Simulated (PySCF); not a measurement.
# C2F6 (SMILES FC(F)(F)C(F)(F)F) at 3 levels

Aim: a comparison of 3 runs (BHLYP/6-31G*, r2SCAN/6-31G*, wB97X/6-31G*) of C2F6. The job is set up through a Python script.

Program for the calculation: PySCF 2.14.0.

1 further run of the same task is left out (set aside as unsound or not needed).

## 1. The molecule

The species is C2F6 (8 atoms), meant as a singlet with charge 0. As SMILES, `FC(F)(F)C(F)(F)F`. The shape is that of a PBE0-D4/def2-TZVP optimisation.

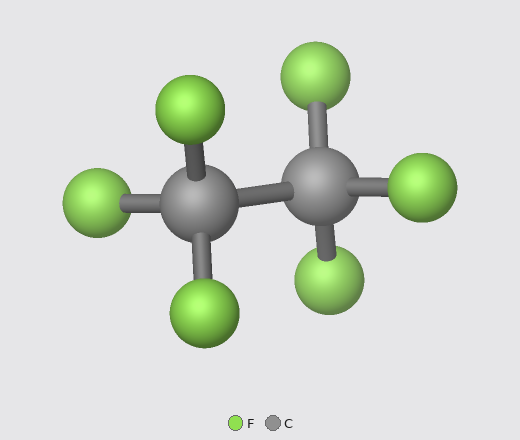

Viewed from a chosen angle; fluorine green, carbon grey.

## 2. A single-point energy at BHLYP/6-31G(d) (spherical functions) (run 1)

Input file calc.py:

```python
# FC(F)(F)C(F)(F)F
from pyscf import gto, dft

mol = gto.M(
    atom='''
F      2.013635    -1.449911     2.176964
C      1.252227    -0.750788    -0.103765
F      3.016135     0.682720    -1.154471
F      0.904347    -2.790388    -1.514086
C     -1.252265     0.750731     0.103727
F     -0.901399     2.796171     1.504902
F     -2.019513     1.440349    -2.177909
F     -3.013168    -0.678884     1.164657
''',
    max_memory=1860,
    verbose=3,
    basis='6-31g*',
    unit='bohr',
)

mf = dft.RKS(mol, xc='bhandhlyp')
mf.grids.level = 5
mf.conv_tol = 1e-10
mf.kernel()
if not mf.converged:
    mf = mf.newton().run(mf.mo_coeff, mf.mo_occ)

e_tot = mf.e_tot
print('Final energy', e_tot)
```

Launch:

```sh
$ OMP_NUM_THREADS=1 python calc.py
```

Standard output:

```text
converged SCF energy = -675.005006145596
Final energy -675.0050061455959
```

Wall time 60 s (1 thread of Intel Xeon at 2.50GHz (Skylake/Cascade Lake), shared host); peak memory 0.62 GiB.

## 3. The energy at r2SCAN/6-31G(d) (spherical functions) (run 2)

Input file run.py:

```python
from pyscf import gto, dft

mol = gto.M(
    atom=[
    ('F', (1.065570, -0.767260, 1.152000)),
    ('C', (0.662650, -0.397300, -0.054910)),
    ('F', (1.596070, 0.361280, -0.610920)),
    ('F', (0.478560, -1.476610, -0.801220)),
    ('C', (-0.662670, 0.397270, 0.054890)),
    ('F', (-0.477000, 1.479670, 0.796360)),
    ('F', (-1.068680, 0.762200, -1.152500)),
    ('F', (-1.594500, -0.359250, 0.616310)),
],
    verbose=3,
    charge=0,
    max_memory=1860,
    basis='6-31g*',
    spin=0,
)

mf = dft.RKS(mol, xc='r2scan')
mf.conv_tol = 1e-10
mf.grids.level = 5
mf.kernel()
if not mf.converged:
    mf = mf.newton().run(mf.mo_coeff, mf.mo_occ)

e_tot = mf.e_tot
print('E = %.10f Eh' % e_tot)
```

Launch:

```sh
$ OMP_NUM_THREADS=1 python run.py
```

Standard output:

```text
converged SCF energy = -674.981202791721
E = -674.9812027917 Eh
```

It took 97 s on 1 thread of Intel Xeon at 2.50GHz (Skylake/Cascade Lake), shared host; peak memory 0.63 GiB.

## 4. A single-point energy at wB97X/6-31G(d) (spherical functions) (run 3)

Input file calc.py:

```python
from pyscf import gto, dft

mol = gto.Mole()
mol.atom = [
    ('F', (1.065570, -0.767260, 1.152000)),
    ('C', (0.662650, -0.397300, -0.054910)),
    ('F', (1.596070, 0.361280, -0.610920)),
    ('F', (0.478560, -1.476610, -0.801220)),
    ('C', (-0.662670, 0.397270, 0.054890)),
    ('F', (-0.477000, 1.479670, 0.796360)),
    ('F', (-1.068680, 0.762200, -1.152500)),
    ('F', (-1.594500, -0.359250, 0.616310)),
]
mol.verbose = 3
mol.spin = 0
mol.max_memory = 1860
mol.basis = '6-31g*'
mol.build()

mf = dft.RKS(mol, xc='wb97x')
mf.grids.level = 5
mf.conv_tol = 1e-10
mf.kernel()
if not mf.converged:
    mf = mf.newton().run(mf.mo_coeff, mf.mo_occ)

energy = mf.e_tot
print('Final energy', energy)
```

Launch:

```sh
$ OMP_NUM_THREADS=1 python calc.py
```

Standard output:

```text
converged SCF energy = -675.122392124154
Final energy -675.1223921241544
```

It took 1.8 min on 1 thread of Intel Xeon at 2.50GHz (Skylake/Cascade Lake), shared host; peak memory 0.62 GiB.

## 5. Overview of the runs

| run | level | energy (Eh) | dipole moment (D) | HOMO energy (eV) | LUMO energy (eV) | wall time |
| --- | --- | --- | --- | --- | --- | --- |
| 1 | BHLYP/6-31G* (spherical functions) | -675.005006 | 0.00 | -12.77 | 4.38 | 60 s |
| 2 | r2SCAN/6-31G* (spherical functions) | -674.981203 | 0.00 | -9.31 | 2.07 | 97 s |
| 3 | wB97X/6-31G* (spherical functions) | -675.122392 | 0.00 | -13.25 | 5.47 | 1.8 min |

## 6. What came out

| quantity | value |
| --- | --- |
| run 3: total energy | -675.12239 Eh |
| run 3: dipole moment | 0.00 D |
| run 3: HOMO energy | -13.25 eV |
| run 3: LUMO energy | 5.47 eV |
| run 3: HOMO–LUMO gap | 18.73 eV |

**Reading.** The HOMO–LUMO gap runs from 11.38 eV (r2SCAN/6-31G*) to 18.73 eV (wB97X/6-31G*). Totals of different functionals can't be ranked against each other. All runs together took 4.4 min, the longest 1.8 min.
